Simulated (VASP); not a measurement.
Band structure of TiO$_{2}$. Calculation: PBE GGA, VASP's PBE PAW potentials (set 64) (plane waves; VASP).

The cell holds a wide vacuum, so values per volume refer to the whole cell.

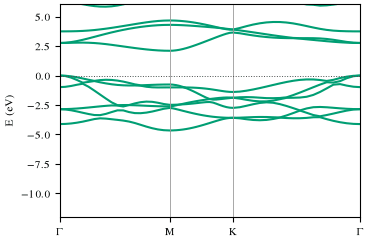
Figure: Bands along high-symmetry lines, zero at the valence-band maximum or, without a gap, the Fermi level

### Question
Read the plot: is there a gap, and where are the band edges?

### Answer
The gap is indirect, 2.10 eV, from the valence maximum at Γ to the conduction minimum at M.

The cell is a sheet with vacuum, built from a generated structure.
